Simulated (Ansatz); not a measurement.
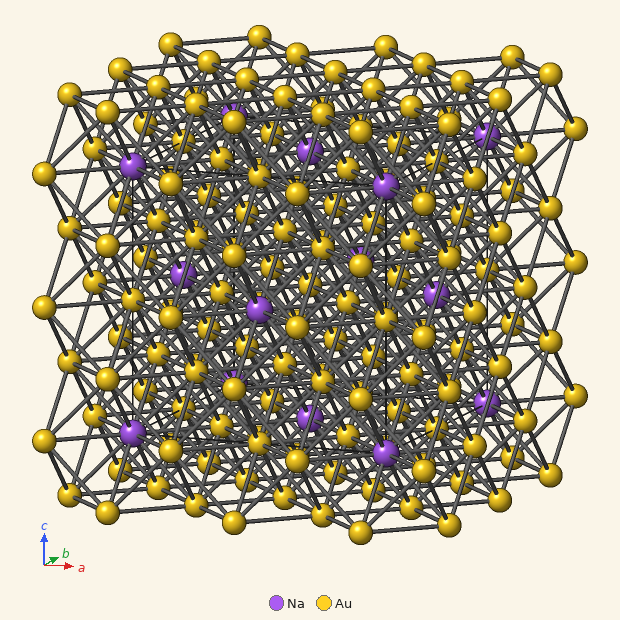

The compound is NaAu₇ (space group Fm-3m, No. 225), taken as coordinates from a relaxation with DFT PBE, scalar-relativistic, plane waves, PAW (Ansatz); the starting structure was generated, so it need not be a known form of this composition.

Bonds are taken as Au–Au below 3.3 Å and Au–Na below 3.3 Å; no other contact counts. The graph is simplified in the usual way: terminal and isolated atoms are pruned, two-connected atoms become edges.

Question: What kind of net remains, and which atoms are its nodes?

Answer: A uninodal 12-connected, three-periodic net: Na and Au are 12-connected nodes.

Question: Name the underlying net.

Answer: It is the fcu net, known from cubic close packing.

Question: Is the net interpenetrated?

Answer: It is a single net, without interpenetration.

Question: Give the first six terms of the coordination sequence (nodes one, two, three … edges away).

Answer: Na and Au: 12, 42, 92, 162, 252, 362.

Question: How many nodes does the smallest cycle have?

Answer: Three.
